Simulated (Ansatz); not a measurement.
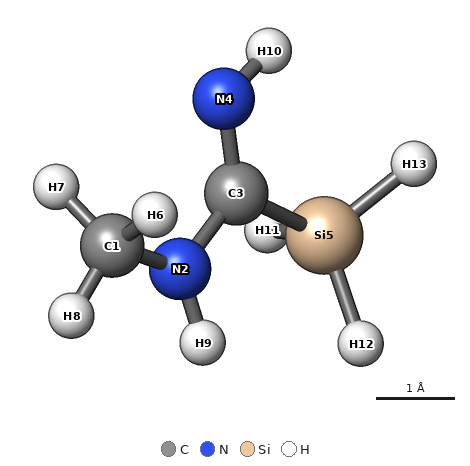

**Figure 1.** The structure (ball-and-stick view, seen at an oblique angle; atoms are numbered from 1 in the order of the input).

C$_{2}$H$_{8}$N$_{2}$Si: single-point calculation

C$_{2}$H$_{8}$N$_{2}$Si, SMILES CNC(=N)[SiH3], computed with RKS PBE0-D4/def2-TZVPP (Ansatz 0.2.0).

The geometry comes from this level: PBE0-D4/def2-TZVP.

Input file:
```yaml
crystal:
  periodic: [false, false, false]
  atoms:
    - {symbol: C, position_ang: [-1.668742, 1.280299, 0.140629]}
    - {symbol: N, position_ang: [-0.841021, 0.116929, 0.339208]}
    - {symbol: C, position_ang: [0.392166, 0.028710, -0.228691]}
    - {symbol: N, position_ang: [0.790772, 0.947401, -1.029223]}
    - {symbol: Si, position_ang: [1.386113, -1.543938, 0.140931]}
    - {symbol: H, position_ang: [-1.202446, 2.185719, 0.543006]}
    - {symbol: H, position_ang: [-1.827566, 1.443638, -0.926462]}
    - {symbol: H, position_ang: [-2.630507, 1.119657, 0.627308]}
    - {symbol: H, position_ang: [-1.045706, -0.483604, 1.116426]}
    - {symbol: H, position_ang: [1.712961, 0.739478, -1.398716]}
    - {symbol: H, position_ang: [1.092031, -2.576713, -0.885447]}
    - {symbol: H, position_ang: [1.033755, -2.094006, 1.480074]}
    - {symbol: H, position_ang: [2.828492, -1.198368, 0.095757]}
basis:
  gaussian: {orbitals: def2-TZVPP}
hamiltonian: {xc: pbe0, dispersion: d4}
output: {orbitals: {seedname: orbitals}}
```

Machine: 4 threads of Arm Neoverse V2, 23 GiB of memory available, shared host.

Launch command:
```bash
ansatz run in.yaml --threads 4 --pin off --events-out ev --progress --plain --max-ram 10444MiB
```

Output:
```
Functional definition: PBE0
  name "PBE0"
  cite "Adamo & Barone, J. Chem. Phys. 110, 6158 (1999) doi:10.1063/1.478522"
  cite "Perdew, Burke & Ernzerhof, Phys. Rev. Lett. 77, 3865 (1996) doi:10.1103/PhysRevLett.77.3865"
  parent pbe
  parameter a = 0.25
  parameter kappa = 0.804
  parameter beta = 0.06672455060314922
  exchange = (1 - a)*pbe_x(kappa = kappa, mu = beta*pi^2/3) + a*exact_x
  correlation = pbe_c(beta = beta)
1433 factors; their error is unknown
mean field evaluation 1: about -13045.3087 eV, gradient 6.6e1 eV
mean field evaluation 2: about -13031.8626 eV, gradient 9.8e1 eV
mean field evaluation 4: about -13054.1097 eV, gradient 1.0e1 eV
mean field evaluation 8: about -13054.3238 eV, gradient 1.8e-1 eV
mean field evaluation 16: about -13054.3455 eV, gradient 1.6e-4 eV
mean field -13054.34548944 eV, -479.7383481837 hartree, gradient 2.5e-5 eV, S^2 0.000000; 0 other end points of the search recorded, 0 dependent functions left out
reference -13054.34552450 eV, -479.7383494723 hartree; 24, 24 occupied and 254, 254 virtual orbitals, 1433 factors
Total energy: -13054.57039040 eV, -479.7466131417 hartree
```

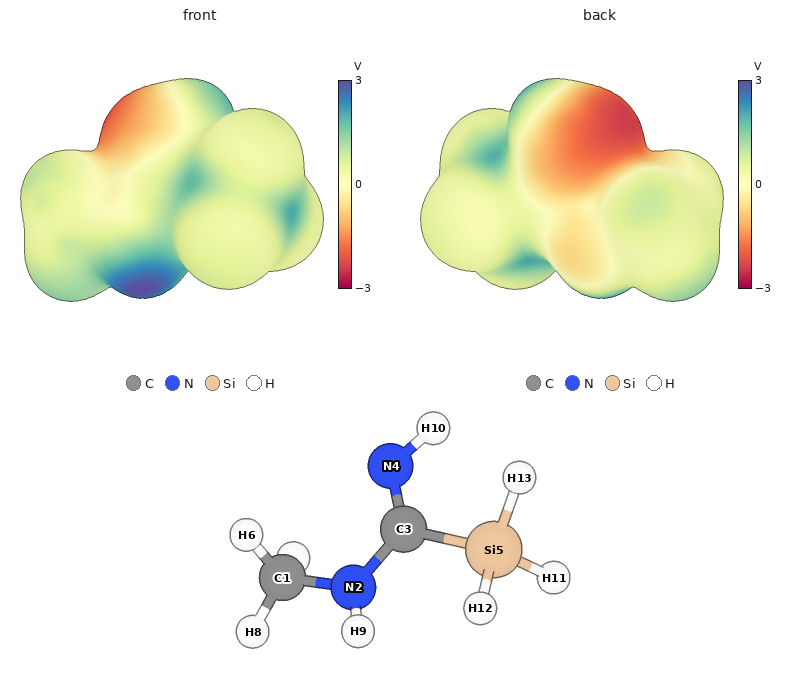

**Figure 2.** The molecular electrostatic potential painted on the density surface at 0.004 e/bohr³, seen at a tilt and from behind; the colour scale runs from red (negative) to blue (positive). The bare structure is drawn below in the same view.

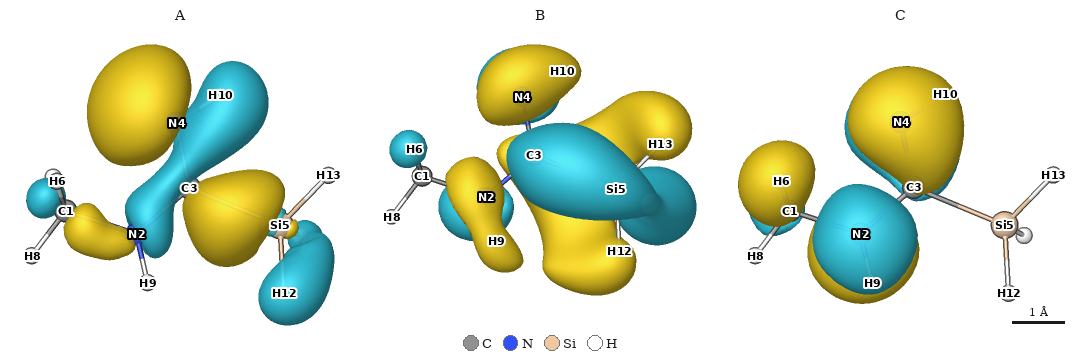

**Figure 3.** Three frontier orbitals at ±0.08 Å⁻³ᐟ² (yellow and cyan are the two phases). A is the HOMO−1 (−7.09 eV). C is the HOMO (−6.71 eV). B is the LUMO (−0.02 eV). It lies mainly on Si5 (25 %), C3 (20 %), N4 (20 %) and N2 (10 %). The HOMO–LUMO gap is 6.69 eV between the orbital energies.

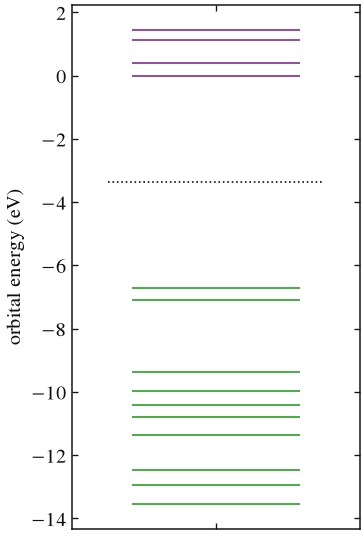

**Figure 4.** Orbital energies near the frontier; the dotted line parts filled from empty levels, and levels within 0.02 eV of each other stand side by side. Highest filled −6.71 eV, lowest empty −0.02 eV, 6.69 eV apart.

Summary:

```tsv
quantity	value
outcome	converged
total energy	−13054.5704 eV
mean-field energy	−13054.3455 eV
dispersion energy	−0.2249 eV
SCF solution under orbital rotations	stable
HOMO	−6.71 eV
LUMO	−0.02 eV
wall time	3.1 s (CPU time 12 s)
peak memory	0.69 GiB
```
